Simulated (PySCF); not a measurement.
**One shape, several levels: C2H4F2 (SMILES CC(F)F)**

Wanted: a comparison of 6 runs (HF/3-21G, B3LYP/6-31G*, PBE0/6-311+G**, r2SCAN/6-311+G**, wB97X/6-311+G**, CCSD(T)/6-311+G**) of C2H4F2. Input form: a Python script.

The calculation is run with PySCF 2.14.0.

1 further run of the same task is left out (set aside as unsound or not needed).

## (1) The system as given

C2H4F2 has 8 atoms, charge 0, and is taken as a singlet. SMILES: `CC(F)F`. The C2–H8 distance was set to 1.643 Å, away from the relaxed value. At this shape a bond of the SMILES string is far longer than usual.

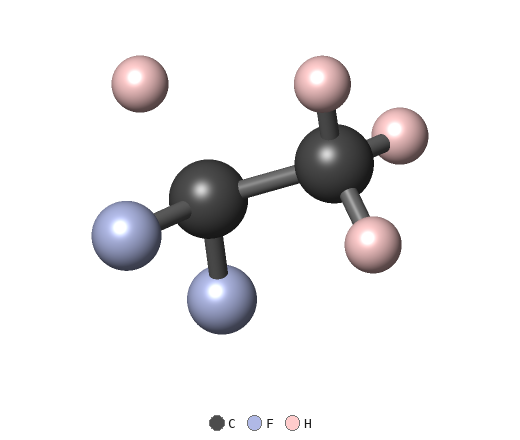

The structure, seen from a chosen angle (carbon dark grey, fluorine light blue, hydrogen pink).

## (2) A single-point energy at HF/3-21G (run 1)

Input file calc.py:

```python
from pyscf import gto, scf

system = gto.M(
    atom='''
C      0.480309     0.986682    -0.145536
C      0.425009    -0.509118    -0.177036
F      1.402509    -1.034318     0.610264
F      0.645209    -0.963018    -1.440736
H      1.458409     1.320982    -0.494236
H      0.319809     1.341882     0.872964
H     -0.293991     1.399682    -0.792836
H     -1.006100    -1.136400     0.329500
''',
    verbose=3,
    max_memory=1860,
    basis='3-21g',
)

mf = scf.RHF(system)
mf.conv_tol = 1e-10
mf.kernel()
if not mf.converged:
    mf = mf.newton().run(mf.mo_coeff, mf.mo_occ)

etot = mf.e_tot
print('E = %.10f Eh' % etot)
```

Run with:

```sh
$ OMP_NUM_THREADS=1 python calc.py
```

What it wrote:

```text
converged SCF energy = -275.356709742673
E = -275.3567097427 Eh
```

Run time: 0.58 s. Hardware: 1 thread of Arm Neoverse V2, shared host; peak memory 0.1 GiB.

## (3) The energy at B3LYP/6-31G(d) (spherical functions) (run 2)

Input file run.py:

```python
from pyscf import gto, dft

mol = gto.Mole()
mol.atom = '''
C      0.480309     0.986682    -0.145536
C      0.425009    -0.509118    -0.177036
F      1.402509    -1.034318     0.610264
F      0.645209    -0.963018    -1.440736
H      1.458409     1.320982    -0.494236
H      0.319809     1.341882     0.872964
H     -0.293991     1.399682    -0.792836
H     -1.006100    -1.136400     0.329500
'''
mol.verbose = 3
mol.basis = '6-31g*'
mol.charge = 0
mol.max_memory = 1860
mol.build()

mf = dft.RKS(mol)
mf.xc = 'b3lyp'
mf.grids.level = 5
mf.conv_tol = 1e-10
mf.kernel()
if not mf.converged:
    mf = mf.newton().run(mf.mo_coeff, mf.mo_occ)

energy = mf.e_tot
print('E(%s) = %.9f' % ('B3LYP', energy))
```

Run with:

```sh
$ OMP_NUM_THREADS=1 python run.py
```

What it wrote:

```text
converged SCF energy = -278.227754798771
E(B3LYP) = -278.227754799
```

Run time: 11 s. Hardware: 1 thread of Arm Neoverse V2, shared host; peak memory 0.33 GiB.

Runs 3 to 5 aren't shown in full; the table further down has their settings and results.

## (4) The energy at CCSD(T)/6-311+G(d,p) (run 6)

Input file run.py:

```python
from pyscf import gto, cc

molecule = gto.M(
    atom='''
C        0.480309       0.986682      -0.145536
C        0.425009      -0.509118      -0.177036
F        1.402509      -1.034318       0.610264
F        0.645209      -0.963018      -1.440736
H        1.458409       1.320982      -0.494236
H        0.319809       1.341882       0.872964
H       -0.293991       1.399682      -0.792836
H       -1.006100      -1.136400       0.329500
''',
    spin=0,
    verbose=4,
    charge=0,
    basis='6-311+g**',
    max_memory=1860,
)

myscf = molecule.RHF()
myscf.conv_tol = 1e-10
myscf.kernel()
if not myscf.converged:
    myscf = myscf.newton().run(myscf.mo_coeff, myscf.mo_occ)

mycc = cc.CCSD(myscf, frozen=4)
mycc.kernel()
e_t = mycc.ccsd_t()
e_tot = mycc.e_tot + e_t
print('E = %.10f Eh' % e_tot)
```

Run with:

```sh
$ OMP_NUM_THREADS=1 python run.py
```

What it wrote:

```text
PySCF version 2.14.0

[... 64 lines left out ...]
converged SCF energy = -276.940445564957
[... 12 lines left out ...]
Init t2, MP2 energy = -277.663491841566  E_corr(MP2) -0.723046276609585
[... 12 lines left out ...]
CCSD converged
[... 2 lines left out ...]
E = -277.7143048181 Eh
```

Run time: 1.8 min. Hardware: 1 thread of Arm Neoverse V2, shared host; peak memory 0.98 GiB.

## (5) All runs side by side

```tsv
run	level	integration grid	frozen core orbitals	energy (Eh)	dipole moment (D) of the reference	HOMO energy (eV)	LUMO energy (eV)	wall time
1	HF/3-21G	–	–	-275.356710	2.47	-11.77	3.91	0.58 s
2	B3LYP/6-31G* (spherical functions)	5	–	-278.227755	1.85	-8.14	-0.32	11 s
3	PBE0/6-311+G**	5	–	-278.036897	2.22	-8.77	-0.81	21 s
4	r2SCAN/6-311+G**	5	–	-278.196353	2.17	-7.67	-1.48	45 s
5	wB97X/6-311+G**	5	–	-278.258241	2.26	-11.20	1.26	33 s
6	CCSD(T)/6-311+G**	–	4	-277.714305	2.46	-12.08	1.95	1.8 min
```

## (6) Outcome

| quantity | value |
| --- | --- |
| run 6: total energy | -277.71430 Eh |
| run 6: dipole moment (Hartree–Fock density) | 2.46 D |
| run 6: HOMO energy (Hartree–Fock orbitals) | -12.08 eV |
| run 6: LUMO energy (Hartree–Fock orbitals) | 1.95 eV |
| run 6: HOMO–LUMO gap (Hartree–Fock orbitals) | 14.03 eV |
| run 6: correlation energy (4 core orbitals frozen) | -773.9 mEh |
| run 6: (T) correction | -23.29 mEh |
| run 6: T1 diagnostic | 0.013 |

Over runs 1, 2, 3, 4, 5 the dipole moment (its size) runs from 1.85 D (B3LYP/6-31G*) to 2.47 D (HF/3-21G). The two ends differ in method and basis. Over runs 1, 2, 3, 4, 5 the HOMO–LUMO gap runs from 6.18 eV (r2SCAN/6-311+G**) to 15.67 eV (HF/3-21G). Totals of different functionals can't be ranked against each other. All runs together took 3.7 min, the longest 1.8 min.
